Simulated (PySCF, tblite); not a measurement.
# CH4ClO2Si radical, a small gas-phase stand-in for a defect centre (Si site with back bonds O, Cl, OC): EPR parameters

Aim: the EPR parameters of `CO[Si](O)Cl`. It is drawn as: dangling bond.

Computed with tblite 0.8.0 and PySCF 2.14.0; each step states its level. No surroundings beyond the atoms listed, unless a continuum is named. Atoms count from 0, parts from 1.

## 1. Starting point

9 atoms, charge 0, multiplicity 2; geometry: distance geometry start.

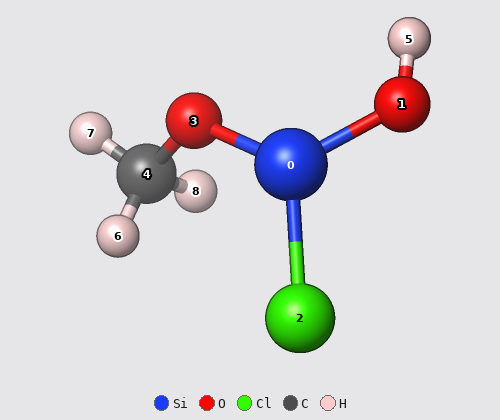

The starting geometry (silicon blue, oxygen red, chlorine green, carbon dark grey, hydrogen pink), atoms numbered.

## 2. Geometry optimisation with GFN2-xTB

Job settings and geometry (Å):

```
{"job": {"kind": "relax", "xc": "GFN2-xTB", "basis": "xTB"}, "charge": 0, "multiplicity": 2}
Si    -0.403782    -1.525694     0.531417
O     -0.768252    -1.227864     2.222210
Cl     0.294631    -3.489671     0.080172
O      0.368635    -0.211799    -0.361121
C      1.649963    -0.278375    -0.935529
H     -0.789909    -0.316982     2.632876
H      1.653712    -1.065021    -1.619715
H      1.856429     0.600619    -1.435266
H      2.361897    -0.430507    -0.184883
```

With the program's defaults for keys left out, this is: GFN2-xTB geometry optimisation, gas phase.

Started as:

```
$ OMP_NUM_THREADS=1 python cluster_run.py task.json out
```

This one command runs all jobs of the session in turn.

**Question.** The jobs that follow are: PBE0-D3(BJ)/def2-SVP geometry optimisation, gas phase; UKS B3LYP, IGLO-III on C Cl O Si, pcH-1 on H, non-relativistic, mean-field spin-orbit, GIAO; UKS BHandHLYP, IGLO-III on C Cl O Si, pcH-1 on H, non-relativistic, mean-field spin-orbit, GIAO. Predict: point group; rotational constants (main isotopes); g(iso) (B3LYP); ⟨S²⟩; largest a(iso).

The runs gave:

| quantity | value |
| --- | --- |
| point group | C1 |
| rotational constants (main isotopes) | 3.63, 2.74, 1.66 GHz |
| g(iso) (B3LYP) | 2.00123 |
| ⟨S²⟩ | 0.752 (exact 0.75) |
| largest a(iso) | 29Si on Si0, -1146.1 MHz |

What this shows: The start of the PBE0/def2-SVP relaxation was shaken at random by about 0.01 Å, so part of the energy gained, and of the first lengths quoted, undoes that. The optimisation took 9 steps and gained 0.121 eV; among the close pairs (by a distance rule), Si0–Cl2 changed most, from 2.017 to 2.088 Å (PBE0/def2-SVP). Most of the unpaired spin sits on Si0 (0.80 e). The isotropic g lies 1.1 ppt below the free-electron value. The coupling of 29Si on Si0 runs from -1185.9 (BHandHLYP/IGLO-III+pcH-1) to -1146.1 MHz (B3LYP/IGLO-III+pcH-1).
